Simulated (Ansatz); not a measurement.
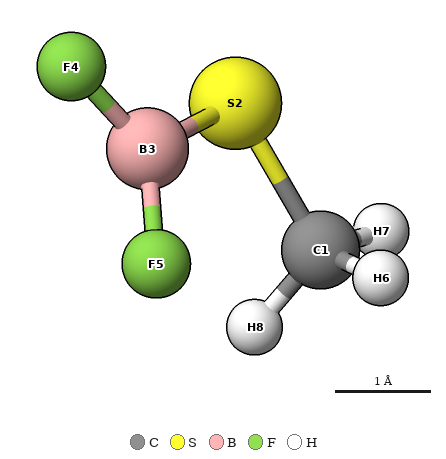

*The structure as given in the input (ball-and-stick view, seen at a tilt; atoms are numbered from 1 in the order of the input).*

## Nudged elastic band of CH3BF2S

The run: nudged elastic band of CH3BF2S, SMILES CSB(F)F. Method and program: RKS CAM-B3LYP-D4/def2-SVP (Ansatz 0.2.0).

It belongs to a series of runs on one base structure; here: band between the two ends. Figures and captions count atoms from 1; the log counts them from 0 in places.

The input:
```yaml
crystal:
  periodic: [false, false, false]
  atoms:
    - { symbol: C, position_ang: [-0.79974, 0.13345, 0.921807] }
    - { symbol: S, position_ang: [0.730154, -0.789535, 0.56874] }
    - { symbol: B, position_ang: [1.071739, -0.246437, -1.104813] }
    - { symbol: F, position_ang: [2.130024, -0.702024, -1.743254] }
    - { symbol: F, position_ang: [0.288565, 0.610595, -1.7344] }
    - { symbol: H, position_ang: [-0.636837, 1.214113, 0.833595] }
    - { symbol: H, position_ang: [-1.082878, -0.103948, 1.954228] }
    - { symbol: H, position_ang: [-1.608827, -0.173514, 0.248297] }
basis:
  gaussian: { orbitals: def2-SVP }
hamiltonian:
  xc: cam_b3lyp
  dispersion: d4
neb:
  order_check: false
  images: 7
  f_tol: 0.05
  max_iterations: 60
  initial_path: idpp
  final_atoms:
    - { symbol: C, position_ang: [-0.74032771, 0.3067166, 0.92879544] }
    - { symbol: S, position_ang: [1.04389928, 0.1324857, 0.60628993] }
    - { symbol: B, position_ang: [1.02496023, -0.38298386, -1.11021654] }
    - { symbol: F, position_ang: [2.15717845, -0.62228308, -1.73918333] }
    - { symbol: F, position_ang: [-0.10249361, -0.53440628, -1.78098337] }
    - { symbol: H, position_ang: [-0.84393124, 0.63744414, 1.96919417] }
    - { symbol: H, position_ang: [-1.25847699, -0.65163384, 0.80340662] }
    - { symbol: H, position_ang: [-1.18860841, 1.05736062, 0.26689706] }
```

Run as:
```bash
ansatz run input.yaml --threads 2 --pin off --max-ram 3072MiB --backend cpu --events-out ev --progress --plain --runs-dir out
```

Output:
```
Engine: ansatz 0.2.0, aarch64-unknown-linux-gnu
Functional definition: CAM-B3LYP
  parameter alpha = 0.19
  parameter beta = 0.46
  parameter omega = 0.33/bohr
  parameter ac = 0.81
  exchange = (1 - alpha - beta)*b88_x + beta*b88_x_sr(omega) + alpha*exact_x + beta*exact_x_lr(omega)
  correlation = (1 - ac)*vwn5_c + ac*lyp_c
947 factors; integrals over basis functions are off by at most 3.5e-4 eV
278 factors; integrals over basis functions are off by at most 7.2e-7 eV
mean field evaluation 1: about -18021.2430 eV, gradient 4.2e1 eV
mean field evaluation 2: about -18020.8726 eV, gradient 4.7e1 eV
mean field evaluation 4: about -18024.3887 eV, gradient 1.3e0 eV
mean field evaluation 8: about -18024.4360 eV, gradient 3.3e-2 eV
mean field evaluation 16: about -18024.4360 eV, gradient 2.8e-5 eV
mean field -18024.43603781 eV, -662.3858069880 hartree, gradient 2.8e-5 eV, S^2 0.000000; 0 other end points of the search recorded, 0 dependent functions left out
the calculation of the forces begins
reference -18024.43614402 eV, -662.3858108911 hartree; 24, 24 occupied and 65, 65 virtual orbitals, 947 factors
947 factors; integrals over basis functions are off by at most 7.0e-4 eV
278 factors; integrals over basis functions are off by at most 7.6e-7 eV
mean field evaluation 32: about -18024.4361 eV, gradient 2.8e-5 eV
mean field -18024.43607098 eV, -662.3858082068 hartree, gradient 2.8e-5 eV, S^2 0.000000; 0 other end points of the search recorded, 0 dependent functions left out
[... from here on the field's lines of each further geometry are left out, up to the last ...]
NEB iter   1: max|band force component| = 1.251e0 eV/Å  barrier→ = 0.2326 eV  barrier← = 0.2327 eV  Δτ_max = 0.2000 Å  (238 SCF iters)
NEB iter   2: max|band force component| = 3.447e-1 eV/Å  barrier→ = 0.0289 eV  barrier← = 0.0290 eV  CI = image 4  Δτ_max = 0.1923 Å  (217 SCF iters)
NEB iter   3: max|band force component| = 2.134e0 eV/Å  barrier→ = 0.3226 eV  barrier← = 0.3227 eV  CI = image 6  Δτ_max = 0.1015 Å  (238 SCF iters)
NEB iter   4: max|band force component| = 8.959e-1 eV/Å  barrier→ = 0.0542 eV  barrier← = 0.0543 eV  CI = image 6  Δτ_max = 0.0841 Å  (208 SCF iters)
NEB iter   5: max|band force component| = 1.733e-1 eV/Å  barrier→ = 0.0155 eV  barrier← = 0.0156 eV  CI = image 4  Δτ_max = 0.0445 Å  (218 SCF iters)
NEB iter   6: max|band force component| = 1.274e-1 eV/Å  barrier→ = 0.0150 eV  barrier← = 0.0150 eV  CI = image 4  Δτ_max = 0.0076 Å  (220 SCF iters)
NEB iter   7: max|band force component| = 7.501e-2 eV/Å  barrier→ = 0.0147 eV  barrier← = 0.0147 eV  CI = image 4  Δτ_max = 0.0081 Å  (178 SCF iters)
the calculation of the forces begins
reference -18024.43361061 eV, -662.3857177900 hartree; 24, 24 occupied and 65, 65 virtual orbitals, 947 factors
947 factors; integrals over basis functions are off by at most 4.0e-4 eV
278 factors; integrals over basis functions are off by at most 7.5e-7 eV
mean field -18024.42210468 eV, -662.3852949548 hartree, gradient 9.2e-6 eV, S^2 0.000000; 1 other end points of the search recorded, 0 dependent functions left out
the calculation of the forces begins
reference -18024.42221042 eV, -662.3852988409 hartree; 24, 24 occupied and 65, 65 virtual orbitals, 947 factors
NEB iter   8: max|band force component| = 3.343e-2 eV/Å  barrier→ = 0.0146 eV  barrier← = 0.0147 eV  CI = image 4  Δτ_max = 0.0000 Å  (364 SCF iters)
```

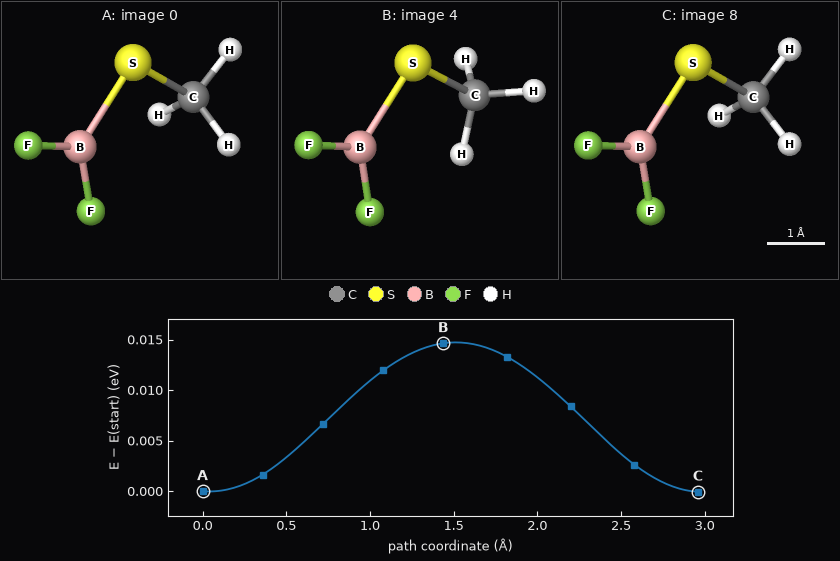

*Images of the last band (counted from 0; ball-and-stick, seen at a tilt) above the energy along the path; the line is a cubic interpolation that uses the forces.*

The highest image is number 4, 0.015 eV above the start and 0.015 eV above the end (the climbing image); start and end have the same energy. The path is 2.96 Å long. The band converged in 8 iterations.

```
Total energy: -18024.55011834 eV, -662.3899993700 hartree
Atom 0 at    -0.645142     0.487897     0.946209 Å, force     0.001595    -0.000564     0.000020 eV/Å
Atom 1 at     0.985810    -0.262847     0.631516 Å, force     0.003226    -0.003629    -0.003547 eV/Å
Atom 2 at     0.899460    -0.634104    -1.119282 Å, force    -0.011088     0.004320    -0.007742 eV/Å
Atom 3 at     1.932134    -1.198505    -1.710845 Å, force     0.005203    -0.001732     0.000914 eV/Å
Atom 4 at    -0.164376    -0.367715    -1.856930 Å, force     0.007229    -0.000492     0.009985 eV/Å
Atom 5 at    -0.507900     1.525955     1.273524 Å, force    -0.000573     0.000725     0.000378 eV/Å
Atom 6 at    -1.148371    -0.077020     1.740498 Å, force    -0.001709     0.001740     0.002756 eV/Å
Atom 7 at    -1.259415     0.469039     0.039510 Å, force    -0.003883    -0.000367    -0.002764 eV/Å
Dipole moment:    -0.302389     0.178336     0.227601 e Å
this run last wrote the band of iteration 8 to [file]
```

The last band as extended XYZ (Å, eV, eV/Å):
```
8
Properties=species:S:1:pos:R:3:forces:R:3 image=0 energy=-18024.56465
C    -0.7997    0.1335    0.9218    0.0005   0.0008  -0.0025
S     0.7302   -0.7895    0.5687    0.0050  -0.0045   0.0044
B     1.0717   -0.2464   -1.1048    0.0020   0.0050  -0.0147
F     2.1300   -0.7020   -1.7433   -0.0036  -0.0012   0.0080
F     0.2886    0.6106   -1.7344   -0.0016  -0.0022   0.0052
H    -0.6368    1.2141    0.8336    0.0006   0.0048   0.0004
H    -1.0829   -0.1039    1.9542    0.0001  -0.0021   0.0026
H    -1.6088   -0.1735    0.2483   -0.0030  -0.0006  -0.0033
8
Properties=species:S:1:pos:R:3:forces:R:3 image=1 energy=-18024.56300
C    -0.7583    0.2193    0.9420    0.0007  -0.0054  -0.0011
S     0.7916   -0.6823    0.6202   -0.0008   0.0017  -0.0070
B     1.0277   -0.3390   -1.1235   -0.0013   0.0019   0.0071
F     2.0832   -0.8160   -1.7503    0.0002  -0.0027  -0.0026
F     0.1653    0.3807   -1.8181    0.0044   0.0034   0.0039
H    -0.5849    1.3023    0.9588    0.0003   0.0018  -0.0063
H    -1.1161   -0.1015    1.9277    0.0006   0.0018   0.0036
H    -1.5163   -0.0207    0.1874   -0.0040  -0.0024   0.0024
8
Properties=species:S:1:pos:R:3:forces:R:3 image=2 energy=-18024.55799
C    -0.7192    0.3074    0.9555   -0.0031  -0.0088  -0.0075
S     0.8561   -0.5554    0.6495    0.0034  -0.0018  -0.0069
B     0.9846   -0.4338   -1.1342   -0.0113   0.0090  -0.0054
F     2.0354   -0.9358   -1.7495    0.0037  -0.0048   0.0017
F     0.0490    0.1369   -1.8720    0.0109   0.0031   0.0113
H    -0.5514    1.3849    1.0767    0.0016   0.0018  -0.0098
H    -1.1386   -0.0969    1.8844   -0.0025   0.0034   0.0078
H    -1.4237    0.1354    0.1338   -0.0026  -0.0021   0.0089
8
Properties=species:S:1:pos:R:3:forces:R:3 image=3 energy=-18024.55270
C    -0.6817    0.3975    0.9583   -0.0002  -0.0111  -0.0016
S     0.9213   -0.4144    0.6537    0.0013  -0.0015  -0.0075
B     0.9414   -0.5325   -1.1345   -0.0047   0.0077   0.0009
F     1.9865   -1.0616   -1.7366    0.0028  -0.0053  -0.0024
F    -0.0612   -0.1165   -1.8881    0.0079   0.0035   0.0080
H    -0.5272    1.4603    1.1827    0.0003   0.0029  -0.0052
H    -1.1499   -0.0887    1.8227   -0.0016   0.0055   0.0068
H    -1.3370    0.2986    0.0859   -0.0057  -0.0017   0.0011
8
Properties=species:S:1:pos:R:3:forces:R:3 image=4 energy=-18024.55001
C    -0.6451    0.4879    0.9462    0.0016  -0.0006   0.0000
S     0.9858   -0.2628    0.6315    0.0032  -0.0036  -0.0035
B     0.8995   -0.6341   -1.1193   -0.0111   0.0043  -0.0077
F     1.9321   -1.1985   -1.7108    0.0052  -0.0017   0.0009
F    -0.1644   -0.3677   -1.8569    0.0072  -0.0005   0.0100
H    -0.5079    1.5260    1.2735   -0.0006   0.0007   0.0004
H    -1.1484   -0.0770    1.7405   -0.0017   0.0017   0.0028
H    -1.2594    0.4690    0.0395   -0.0039  -0.0004  -0.0028
8
Properties=species:S:1:pos:R:3:forces:R:3 image=5 energy=-18024.55135
C    -0.6093    0.5768    0.9172    0.0030  -0.0018  -0.0026
S     1.0456   -0.1093    0.5816    0.0043   0.0006  -0.0047
B     0.8592   -0.7352   -1.0871   -0.0145   0.0021  -0.0092
F     1.8784   -1.3300   -1.6723    0.0042  -0.0008   0.0011
F    -0.2651   -0.6203   -1.7723    0.0096  -0.0041   0.0130
H    -0.4872    1.5744    1.3563   -0.0008  -0.0005   0.0067
H    -1.1393   -0.0682    1.6291   -0.0041   0.0000  -0.0005
H    -1.1900    0.6545   -0.0083   -0.0019   0.0045  -0.0037
8
Properties=species:S:1:pos:R:3:forces:R:3 image=6 energy=-18024.55627
C    -0.5768    0.6589    0.8728   -0.0028  -0.0007   0.0035
S     1.0937    0.0272    0.5117    0.0089   0.0037  -0.0022
B     0.8247   -0.8289   -1.0393   -0.0199  -0.0043  -0.0326
F     1.8287   -1.4442   -1.6295    0.0103  -0.0013   0.0156
F    -0.3539   -0.8594   -1.6361    0.0040  -0.0002   0.0184
H    -0.4624    1.6011    1.4222   -0.0016  -0.0014   0.0062
H    -1.1299   -0.0552    1.4959    0.0004  -0.0046  -0.0060
H    -1.1318    0.8432   -0.0536    0.0006   0.0088  -0.0028
8
Properties=species:S:1:pos:R:3:forces:R:3 image=7 energy=-18024.56202
C    -0.5484    0.7360    0.8180   -0.0056   0.0031  -0.0002
S     1.1294    0.1504    0.4188    0.0088  -0.0018  -0.0017
B     0.7947   -0.9139   -0.9839   -0.0134  -0.0013  -0.0133
F     1.7814   -1.5598   -1.5704    0.0064   0.0015   0.0054
F    -0.4239   -1.0713   -1.4688    0.0035  -0.0035   0.0111
H    -0.4370    1.6068    1.4752   -0.0001  -0.0021   0.0044
H    -1.1179   -0.0400    1.3446    0.0000  -0.0028  -0.0054
H    -1.0861    1.0346   -0.0892    0.0004   0.0068  -0.0003
8
Properties=species:S:1:pos:R:3:forces:R:3 image=8 energy=-18024.56470
C    -0.5118    0.7853    0.7915    0.0002  -0.0007  -0.0010
S     1.1458    0.1528    0.3792    0.0004   0.0022   0.0026
B     0.7515   -0.9716   -0.9597   -0.0006  -0.0035  -0.0037
F     1.7103   -1.6531   -1.5522    0.0000   0.0007   0.0004
F    -0.4873   -1.1458   -1.3828    0.0000   0.0000   0.0005
H    -0.3825    1.5060    1.6079   -0.0005   0.0006   0.0007
H    -1.1696   -0.0248    1.1286    0.0003  -0.0002   0.0002
H    -0.9643    1.2938   -0.0683    0.0003   0.0009   0.0003
```

Key numbers:

- outcome: converged
- barrier, forward: 0.015 eV
- barrier, backward: 0.015 eV
- hardware: 2 threads of Arm Neoverse V1, 24 GiB of memory available, shared host
- wall time: 2 min (CPU time 3.9 min)
- peak memory: 0.2 GiB

The order of the saddle point was not checked.
